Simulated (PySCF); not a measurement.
# wB97X-V/STO-3G run of GeF2 (SMILES [F][Ge][F])

What is the vertical ionisation energy of GeF2 at wB97X-V/STO-3G? The job is set up through a Python script.

The results are computed with PySCF 2.14.0.

6 further runs of the same task are left out: 6 set aside as unsound or not needed.

## Step 1: The system as given

GeF2: 3 atoms, total charge 0, spin state singlet. As SMILES, `[F][Ge][F]`. The shape comes from GFN2-xTB, which is rough for such elements, and wasn't checked as a minimum.

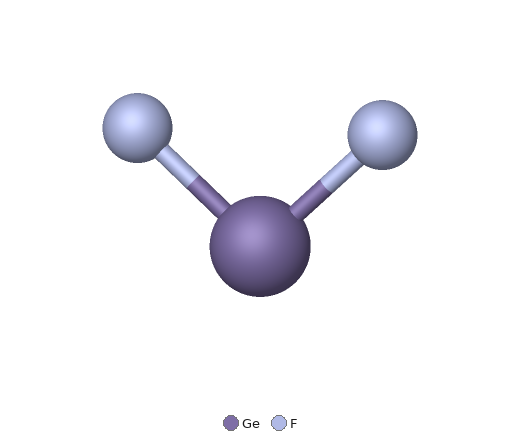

Viewed from a chosen angle; germanium purple, fluorine light blue.

## Step 2: A single-point energy at wB97X-V/STO-3G

The input, input.py:

```python
from pyscf import gto, dft

mol = gto.M(
    atom='''
Ge     0.008504    -0.014967    -1.535100
F      2.495969    -0.035432     0.784501
F     -2.504492     0.050399     0.750599
''',
    verbose=3,
    max_memory=1860,
    basis='sto-3g',
    unit='bohr',
)

myscf = dft.RKS(mol, xc='wb97x-v')
myscf.conv_tol = 1e-10
myscf.grids.level = 5
myscf.nlcgrids.level = 1
myscf.kernel()
if not myscf.converged:
    myscf = myscf.newton().run(myscf.mo_coeff, myscf.mo_occ)

energy = myscf.e_tot
print('E = %.10f Eh' % energy)
```

On the command line:

```sh
$ OMP_NUM_THREADS=1 python input.py
```

Output:

```text
converged SCF energy = -2249.61130720036
E = -2249.6113072004 Eh
```

Wall time 12 s (1 thread of AMD EPYC 9R45 (Zen 5), shared host); peak memory 0.23 GiB.

## Step 3: The doublet cation

The input, run.py:

```python
from pyscf import gto, dft

mol = gto.Mole()
mol.atom = '''
Ge     0.008504    -0.014967    -1.535100
F      2.495969    -0.035432     0.784501
F     -2.504492     0.050399     0.750599
'''
mol.unit = 'bohr'
mol.spin = 1
mol.charge = 1
mol.verbose = 3
mol.basis = 'sto-3g'
mol.max_memory = 1860
mol.build()

mf = dft.UKS(mol, xc='wb97x-v')
mf.nlcgrids.level = 1
mf.conv_tol = 1e-10
mf.grids.level = 5
mf.kernel()
if not mf.converged:
    mf = mf.newton().run(mf.mo_coeff, mf.mo_occ)

etot = mf.e_tot
print('E = %.10f Eh' % etot)
```

On the command line:

```sh
$ OMP_NUM_THREADS=1 python run.py
```

Output:

```text
WARN: HOMO -0.566605414572738 >= LUMO -0.566605414572737

converged SCF energy = -2249.34434817538  <S^2> = 0.7660065  2S+1 = 2.015943
E = -2249.3443481754 Eh
```

It took 17 s on 1 thread of AMD EPYC 9R45 (Zen 5), shared host; peak memory 0.24 GiB.

## Step 4: Results

At wB97X-V/STO-3G:

| quantity | value |
| --- | --- |
| singlet GeF2: total energy | -2249.61131 Eh |
| singlet GeF2: dipole moment | 0.30 D |
| singlet GeF2: HOMO energy | -5.93 eV |
| singlet GeF2: LUMO energy | 3.80 eV |
| singlet GeF2: HOMO–LUMO gap | 9.74 eV |
| doublet cation: total energy | -2249.34435 Eh |
| doublet cation: HOMO energy (highest over α and β) | -16.53 eV |
| doublet cation: LUMO energy (lowest over α and β) | -8.45 eV |
| doublet cation: ⟨S²⟩ | 0.766 |
| vertical ionisation energy (to the doublet cation) | 7.264 eV |

**Reading.** The vertical ionisation energy comes to 7.26 eV (701 kJ/mol). The negative HOMO energy of the first species, 5.93 eV, lies 1.33 eV below that difference. In a minimal basis such a difference can be off by several eV, whatever the method.
